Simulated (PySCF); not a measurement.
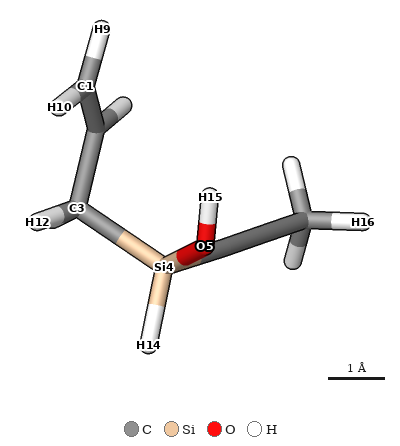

*The input geometry (stick view, seen at a tilt; atoms are numbered from 1 in the order of the input).*

Bond lengths as drawn: C–C 1.21 to 1.49 Å, C–H 1.08 to 1.09 Å, C–Si 1.85 to 1.92 Å, H–O 0.95 Å, H–Si 1.46 Å and O–Si 1.63 Å.

## Run report: C6H10OSi, excited-state calculation

System: C6H10OSi.
Method: TDA PBE0/STO-3G, vertical, gas phase, core orbitals frozen in the response (PySCF 2.14.0).

Some settings of this run were made unusual or wrong on purpose. The geometry comes from this level: GFN2-xTB.

The input:
```
{"job": {"kind": "uv", "xc": "PBE0", "basis": "STO-3G", "nstates": 25, "ntriplets": 5, "tda": true, "scf": {"conv": 0.1, "max_cycle": 75}}, "charge": 0, "multiplicity": 1}
C     -2.975469     0.683565     0.040072
C     -1.820556     0.417623    -0.547145
C     -1.314439    -0.948041    -0.838114
Si    -0.002596    -1.458471     0.467006
O     -0.623268    -1.348232     1.968439
C      1.442077    -0.329561     0.218662
C      2.371538     0.411148     0.018823
C      3.488880     1.297872    -0.215852
H     -3.291066     1.690056     0.257707
H     -3.665540    -0.100394     0.309852
H     -1.147361     1.225381    -0.806475
H     -2.137170    -1.663127    -0.823649
H     -0.865874    -0.973534    -1.830019
H      0.373868    -2.863890     0.379695
H     -1.173375    -0.611264     2.221364
H      3.990035     1.525728     0.724576
H      4.201019     0.823829    -0.891014
H      3.140537     2.227626    -0.665582
```

The first line tells a small driver script what to run in PySCF; the rest is the geometry in Å.

Run on 1 CPU thread, shared host.

Launched with:
```bash
OMP_NUM_THREADS=1 python <driver script> task.json out
```

Output:
```
final grid: 144104 points
cycle   1  E = -591.4936205769  dE =  9.894e-01  |g| = 5.903e-01  |ddm| = 5.449e+00
cycle   2  E = -591.4552071954  dE =  3.841e-02  |g| = 7.344e-01  |ddm| = 1.829e+00
cycle   3  E = -591.6089282453  dE = -1.537e-01  |g| = 1.962e-01  |ddm| = 1.083e+00
cycle   4  E = -591.6180823372  dE = -9.154e-03  |g| = 7.338e-02  |ddm| = 2.576e-01
converged SCF energy = -591.6180823372

Static polarisability (au): isotropic 47.599, principal 29.281 43.924 69.591

Singlet excitations
state   eV       nm        f      main configurations
  1   7.4275    166.9   0.05539   H->L 0.81, H-1->L 0.12
  2   7.6793    161.5   0.00444   H-2->L 0.30, H-2->L+1 0.25, H-1->L+1 0.12
  3   7.8637    157.7   0.09091   H-1->L 0.61, H-2->L 0.12
  4   8.1116    152.8   0.00459   H-2->L 0.32, H-1->L+1 0.25, H-1->L+2 0.18
  5   8.3413    148.6   0.02292   H-2->L+2 0.20, H-4->L 0.16, H-1->L+2 0.16
  6   8.4247    147.2   0.00221   H->L+1 0.60, H-2->L+2 0.11, H-1->L+1 0.10
  7   8.5178    145.6   0.00065   H-2->L+1 0.37, H->L+1 0.16, H-2->L 0.13
  8   8.6172    143.9   0.00974   H-3->L 0.38, H-4->L 0.21, H-2->L+2 0.15
  9   8.9327    138.8   0.03684   H->L+2 0.91
 10   9.4754    130.8   0.05912   H-3->L+1 0.59, H-1->L+1 0.26
 11   9.7360    127.3   0.07548   H-3->L+2 0.56, H-1->L+2 0.28
 12   9.8779    125.5   0.16611   H-4->L+1 0.52, H-4->L 0.10, H-5->L 0.10
 13  10.0600    123.2   0.00011   H-5->L 0.73
 14  10.3233    120.1   0.06568   H-4->L+2 0.70, H-4->L+1 0.17
 15  10.4384    118.8   0.15730   H-6->L 0.43, H-4->L+2 0.14, H-4->L+1 0.10
 16  10.7891    114.9   0.15228   H->L+3 0.72
 17  10.9932    112.8   0.19097   H-8->L 0.30, H-4->L 0.10
 18  11.3670    109.1   0.01356   H-1->L+3 0.65, H-7->L 0.09
 19  11.5429    107.4   0.01678   H-7->L 0.45, H-2->L+3 0.20, H-6->L 0.14
 20  11.5620    107.2   0.02127   H-2->L+3 0.68, H-7->L 0.11
 21  11.7900    105.2   0.01177   H-3->L+3 0.48, H-4->L+3 0.15, H-1->L+4 0.12
 22  12.0948    102.5   0.01238   H-8->L 0.20, H-5->L+1 0.18, H-4->L+3 0.18
 23  12.1939    101.7   0.04653   H-5->L+1 0.23, H-4->L+3 0.17, H->L+4 0.13
 24  12.2974    100.8   0.09127   H-5->L+1 0.23, H-3->L+3 0.20, H-6->L+1 0.18
 25  12.3907    100.1   0.14867   H->L+4 0.36, H-5->L+1 0.16, H->L+5 0.14

Triplet excitations (Tamm-Dancoff, eV): 4.9075 6.0660 6.7748 6.7900 7.3033
```

What the run reported:

| quantity | value |
| --- | --- |
| outcome | converged |
| total energy | −591.618082 hartree |
| HOMO | −4.59 eV |
| LUMO | 3.71 eV |
| dipole moment | 0.84 D |
| mean polarisability | 47.60 a.u. |
| lowest singlet excitation | 7.43 eV |
| wall time | 11 s |
| peak memory | 0.48 GiB |

What went wrong:

Some settings of this run were drawn to be unusual or wrong. It converged; results that depend on the unusual settings are not reference values.
